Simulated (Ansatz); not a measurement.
**Ligand exchange: C2H6AlBr + AuOH → C2H7AlO + AuBr**

Species: C2H6AlBr `C[CH2][AlH][Br]`, singlet; AuOH `[OH][Au]`, singlet; C2H7AlO `C[CH2][AlH][OH]`, singlet; AuBr (bromogold), singlet. The partners trade Br for OH: Al–Br and Au–OH bonds give way to Al–OH and Au–Br.

Shapes, held fixed at every level: PBE0-D4/def2-TZVP. Flexible molecules stand in one conformer, not always the lowest. Programs: Ansatz 0.2.0. The zero-point and thermal change to 298 K, harmonic and unscaled (PBE0-D4/def2-TZVP), is +2.0 kJ/mol.

| level | kind | ΔH(298 K) (kJ/mol) | less CCSD(T)/def2-TZVPP | CPU time (sum over the molecules) |
| --- | --- | --- | --- | --- |
| PBE-D4/def2-TZVPP | GGA | -115.1 | +16.3 | 13 s |
| r2SCAN0-D4/def2-TZVPP | global hybrid | -137.1 | -5.7 | 23 s |
| wB97M-V/def2-TZVPP | range-separated hybrid | -138.2 | -6.8 | 52 s |
| wB97X-V/def2-TZVPP | range-separated hybrid | -134.8 | -3.4 | 36 s |
| B2PLYP/def2-TZVPP | double hybrid | -132.5 | -1.1 | 27 s |
| CCSD/def2-SVP | coupled cluster or CI | -131.8 | -0.4 | – |
| CCSD/def2-TZVPP | coupled cluster or CI | -138.4 | -7.0 | – |
| CCSD(T)/def2-TZVPP | coupled cluster or CI | -131.4 | 0.0 | 5.1 min |

The highest level, CCSD(T)/def2-TZVPP, gives ΔH(298 K) = -131.4 kJ/mol; the levels span -138.4 to -115.1. The column of differences is taken from that level and isn't an error. No measured value is set beside it here. For atoms past krypton def2 sets carry core potentials with scalar relativity. Relativity is left out for Br. Outer-core shells of Au, Br are correlated, in sets that cover them unevenly. Times are processor times on shared x86 and Arm servers, and rough.

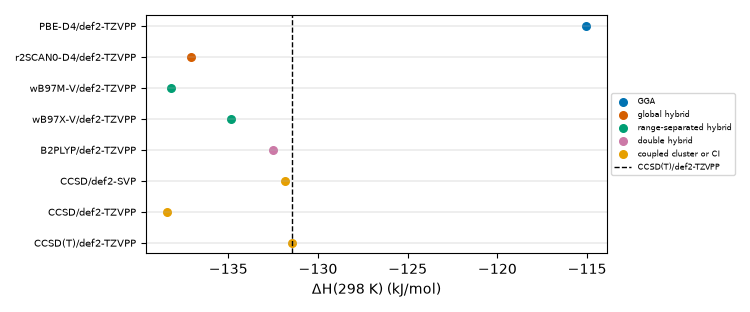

The values of the table, level by level.
